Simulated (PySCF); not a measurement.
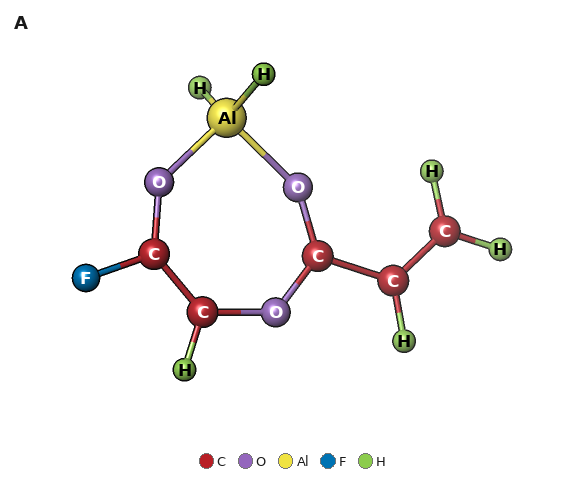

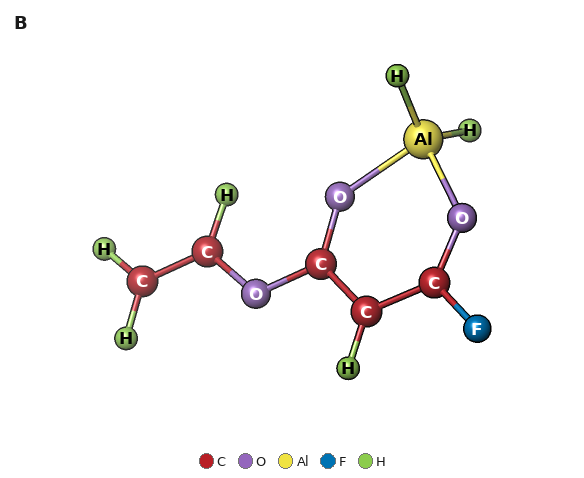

2 stationary structures of one formula. Geometries: GFN2-xTB. Electronic energies: PBE0/pcSseg-1 (PySCF 2.14.0), without zero-point energy. No frequency run is at hand to confirm each as a minimum. Each is one conformer, not always the lowest.

**Are they conformers, stereoisomers or constitutional isomers?**

They are constitutional isomers of C5H6AlFO3: A `C=CC1=[O+][AlH2-][O]C(F)=CO1`, B `C=COC1=[O+][AlH2-][O]C(F)=C1`.

**Which structure is the most stable?**

B is lowest; A lies 24.1 kcal/mol above it.

The geometry is semi-empirical. Around Al such bond lengths and angles can be off by a tenth of an ångström or more and by several degrees, and values that hang on the shape move with them.
